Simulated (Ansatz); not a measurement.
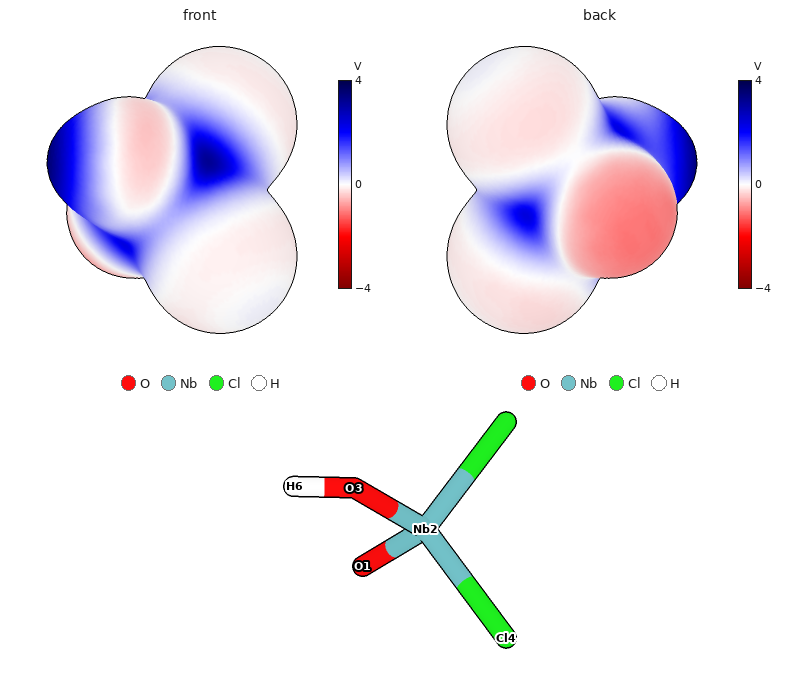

Figure 1: Cl₂HNbO₂. The electrostatic potential painted on the density surface at 0.002 e/bohr³, seen from the front and from behind; red is negative and blue positive. The bare structure is drawn below in the same view.

Geometry: PBE0-D4/def2-TZVP; core potentials replace the inner electrons of Nb.

The calculation used Ansatz, RKS PBE0-D4/def2-TZVPP.

```xyz
6

O    -1.4137   -0.0645    1.0674
Nb   -0.3057    0.1132   -0.1853
O     1.3609   -0.4467    0.4556
Cl   -0.9744   -1.2099   -1.9315
Cl   -0.2319    2.3258   -0.7734
H     1.6068   -0.7818    1.3211
```

### Which sites attract a positive test charge, and which a negative one?

A positive charge is drawn to the negative regions and a negative charge to the positive ones. The most negative region (about −1.1 V) lies over O1, the most positive (about +3.4 V) over H6. O1 is the likeliest acceptor of a hydrogen bond.
